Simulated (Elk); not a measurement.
Band structure of Ta₃Ru (Fm-3m, 4 atoms in the cell).

```xyz
4
Lattice="0.0000 3.2482 3.2482 3.2482 0.0000 3.2482 3.2482 3.2482 0.0000" Properties=species:S:1:pos:R:3 pbc="T T T"
Ta     1.6241     1.6241     1.6241
Ta     4.8723     4.8723     4.8723
Ta     3.2482     3.2482     3.2482
Ru     0.0000     0.0000     0.0000
```

Method of the run: PBEsol, all-electron FP-LAPW, Elk's shipped species files, APW+lo basis with extra local orbitals run with Elk 10.2.4.

Settings: xctype = 22; rgkmax = 8; stype = 3; swidth = 0.00183747 Ha; ngridk = 9 9 9; gmaxvr = 18 1/bohr; lmaxapw = 10; lmaxo = 8; nxlo = 2; lorbcnd = true; lradstp = 2; nrmtscf = 2; lmaxi = 4.

The starting cell comes from a database of computed structures (which also holds hypothetical and non-ambient phases and stackings), without a prior relaxation at this level. Its lattice was rescaled by a random factor within 2.5 % of one. Spin-orbit coupling is off. Spin polarisation is off. Values depend on the basis (sphere radii, cutoffs, local orbitals), which need not be converged.

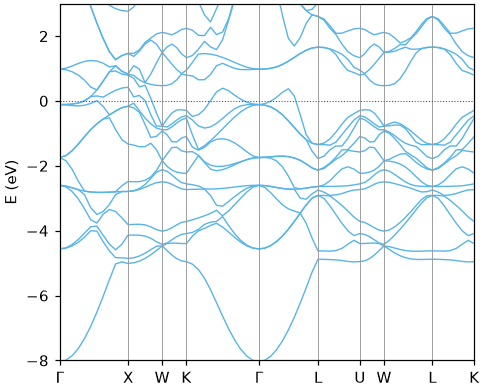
Fig. 1. Bands along the path, energies from the Fermi level.

Levels in eV from the Fermi level, bands 46 to 53:
```json
[
 {"point": "Γ", "46": "-1.75", "47": "-0.11", "48": "-0.11", "49": "-0.11", "50": "0.98", "51": "0.98", "52": "4.48", "53": "4.48"},
 {"point": "X", "46": "-0.16", "47": "-0.16", "48": "0.42", "49": "0.79", "50": "0.83", "51": "0.83", "52": "1.47", "53": "1.47"},
 {"point": "W", "46": "-0.93", "47": "-0.89", "48": "-0.78", "49": "-0.78", "50": "0.47", "51": "1.49", "52": "1.49", "53": "2.11"},
 {"point": "K", "46": "-1.10", "47": "-0.53", "48": "-0.45", "49": "-0.29", "50": "0.80", "51": "0.94", "52": "1.33", "53": "2.24"},
 {"point": "L", "46": "-2.13", "47": "-1.78", "48": "-1.34", "49": "-1.34", "50": "1.66", "51": "1.66", "52": "2.61", "53": "2.61"},
 {"point": "U", "46": "-1.10", "47": "-0.53", "48": "-0.45", "49": "-0.29", "50": "0.80", "51": "0.94", "52": "1.33", "53": "2.24"}
]
```

Bands cross the Fermi level along this path, so the cell is metallic at this level.
